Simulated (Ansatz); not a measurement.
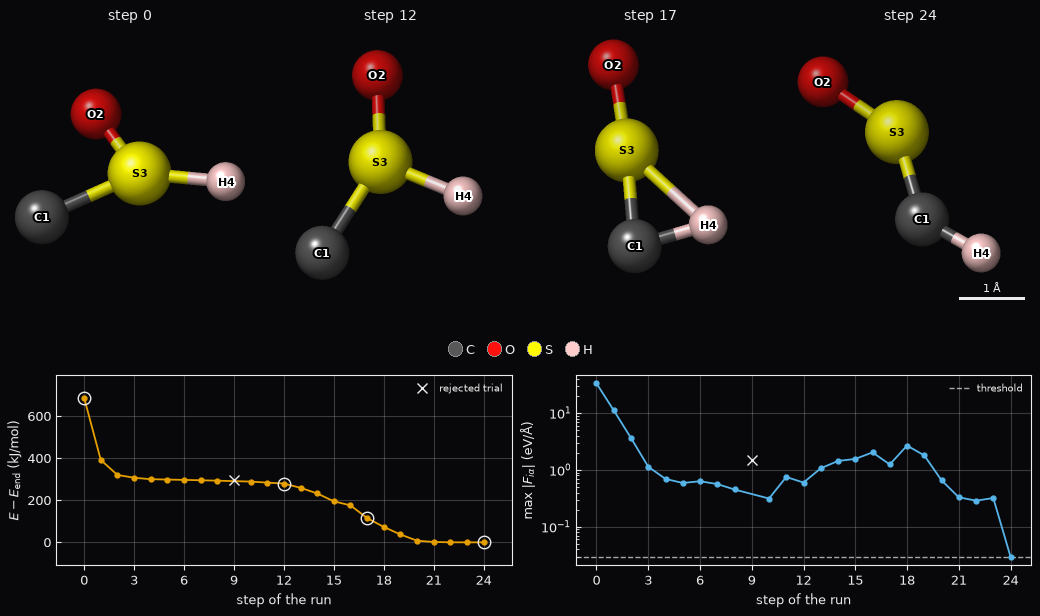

Frames of a relaxation of CHOS (charge +1), marked on the history of the run. Style: ball-and-stick. Shown at a tilt.

It is one of the separated reactants of a reaction.

Theory: RKS PBE-D4/def2-SVP in Ansatz 0.2.0.

Input
```yaml
crystal:
  periodic: [false, false, false]
  atoms:
    - {symbol: C, position_ang: [-0.056063, -1.307436, 0.557723]}
    - {symbol: O, position_ang: [-1.044858, 0.117416, -0.178900]}
    - {symbol: S, position_ang: [0.193924, 0.200794, -0.062912]}
    - {symbol: H, position_ang: [1.081389, 1.182048, -0.377785]}
basis:
  gaussian: {orbitals: def2-SVP}
total_charge: 1
hamiltonian: {xc: pbe, dispersion: d4}
relax: {f_tol: 0.03, max_steps: 250}
```

Launched with:
```bash
ansatz run in.yaml --threads 2 --pin off --events-out ev --progress --plain --max-ram 4352MiB
```

> Describe the path.

Over 23 accepted moves (24 points after the start) the energy falls by 686.9 kJ/mol. Largest force component: 33 eV/Å at the start, 0.03 eV/Å at the end. The line search rejected the trial step at point 9 of the run. The largest move after the best rigid fit is that of C1, 1.57 Å. Largest moves by element: C 1.57 Å, H 1.24 Å, O 1.02 Å, S 0.80 Å. Near-neighbour distances that change, for instance: C1–H4 2.892 → 1.113 Å, S3–H4 1.360 → 2.496 Å, C1–O2 1.884 → 2.870 Å, O2–S3 1.247 → 1.476 Å. New bonds form, among them: C1–H4 (2.89 → 1.11 Å). Bonds break, among them: S3–H4 (1.36 → 2.50 Å). Among the angles between lasting bonds that change: C1–S3–O2 79.8° → 143.3°. The run took 26 s on 2 threads of Intel Xeon Platinum 8175M @ 2.50GHz, on a shared host. From step 0 to 12: C and O atoms move most (0.71 Å), energy −407.4 kJ/mol. From step 12 to 17: H4 moves most (0.71 Å), energy −164.2 kJ/mol. From step 17 to 24: H4 moves most (0.71 Å), energy −115.3 kJ/mol.

| step | E − E(0), kJ/mol | largest force component, eV/Å | note |
| --- | --- | --- | --- |
| 0 | 0.00 | 33.2122 |  |
| 1 | -295.33 | 11.1580 |  |
| 2 | -366.49 | 3.6404 |  |
| 3 | -379.84 | 1.1383 |  |
| 4 | -386.67 | 0.6951 |  |
| 5 | -388.38 | 0.5896 |  |
| 6 | -390.01 | 0.6318 |  |
| 7 | -391.75 | 0.5644 |  |
| 8 | -393.77 | 0.4527 |  |
| 9 | -392.51 | 1.4905 | rejected |
| 10 | -398.01 | 0.3141 |  |
| 11 | -402.90 | 0.7514 |  |
| 12 | -407.44 | 0.5998 |  |
| 13 | -427.75 | 1.0687 |  |
| 14 | -454.39 | 1.4381 |  |
| 15 | -491.89 | 1.5604 |  |
| 16 | -511.05 | 2.0335 |  |
| 17 | -571.64 | 1.2481 |  |
| 18 | -613.58 | 2.6791 |  |
| 19 | -649.55 | 1.8002 |  |
| 20 | -679.12 | 0.6571 |  |
| 21 | -685.08 | 0.3299 |  |
| 22 | -686.74 | 0.2878 |  |
| 23 | -686.85 | 0.3205 |  |
| 24 | -686.94 | 0.0297 |  |
